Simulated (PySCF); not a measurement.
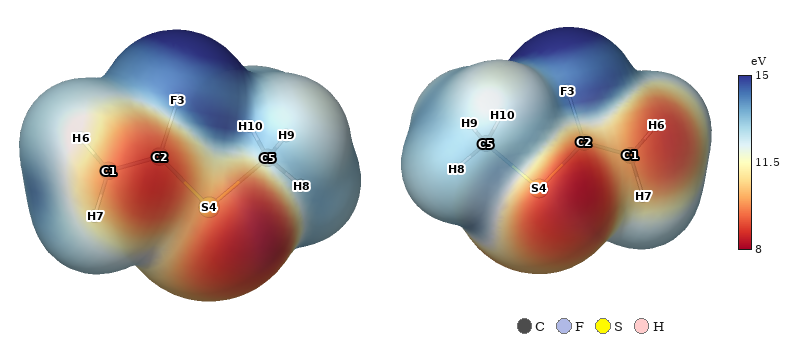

Figure 1: C$_{3}$H$_{5}$FS, SMILES `C=C(F)SC`. Average local ionisation energy on the surface of electron density 0.001 a.u. (back view left, front view right).

PySCF calculation, PBE0/def2-SVPD, gas phase; geometry: GFN2-xTB. No frequency check shows the geometry to be a minimum. GFN2-xTB bond lengths at metals and heavier atoms can be off by up to 0.1 Å and shapes distorted, which carries into these values.

Input script:

```python
import numpy as np
from pyscf import gto, scf, dft
from pyscf.scf import atom_ks, atom_hf
from scipy.linalg import block_diag

def solve(mol, dm0=None, hcore=None):
    mf = (dft.UKS if mol.spin else dft.RKS)(mol, xc='pbe0')
    mf.grids.level = 3
    mf = mf.density_fit(auxbasis='def2-universal-jkfit')
    mf.conv_tol, mf.max_cycle = 1e-8, 80
    if hcore is not None:
        mf.get_hcore = lambda *args: hcore
    mf.kernel(dm0)
    if not mf.converged:
        mf = mf.newton().run(mf.mo_coeff, mf.mo_occ, max_cycle=30)
    assert mf.converged, 'SCF not converged'
    return mf

mol = gto.M(atom='''
C      2.04951    -0.46516     0.00066
C      0.83746     0.06353    -0.00008
F      0.66280     1.39708    -0.00067
S     -0.66404    -0.86373    -0.00037
C     -1.89212     0.47798     0.00005
H      2.92442     0.15824     0.00065
H      2.17352    -1.52993     0.00109
H     -2.86320    -0.00584     0.00296
H     -1.77402     1.08122    -0.89201
H     -1.77030     1.08423     0.89552
''', basis='def2-svpd', charge=0, spin=0, verbose=4)
mf = solve(mol)
mf.analyze()
# spherically averaged free atoms, for the promolecule
atm = atom_ks.get_atm_nrks(mol, xc='pbe0')
pro = block_diag(*[(atm[a[0]][2] * atm[a[0]][3]) @ atm[a[0]][2].T for a in mol._atom])
np.savez('result.npz', e=mf.e_tot, c=mf.mo_coeff, occ=mf.mo_occ, eps=mf.mo_energy, pro=pro, dip=mf.dip_moment(verbose=0), s2=mf.spin_square()[0])
```

Run with:

```sh
OMP_NUM_THREADS=1 python input.py
```

The run took 39 s on 1 thread of Intel(R) Xeon(R) Processor @ 2.50GHz (Skylake/Cascade Lake), on a shared host, peak memory 0.57 GiB.

Partitions, critical points and surface values were worked out afterwards from this run's density.

### Where are the most loosely bound electrons on this surface?

The lowest value is 8.1 eV, 2.3 Å from S4, and at like points elsewhere. Further minima include 8.6 eV, over C1, off the plane of its three bonds (2.1 Å), and at like points elsewhere; 12.0 eV, 1.3 Å from H10. For comparison, the highest occupied orbital lies at −6.4 eV.

### What volume does the surface enclose, and what is the dipole moment?

About 112 Å³; the dipole moment is 0.9 D.
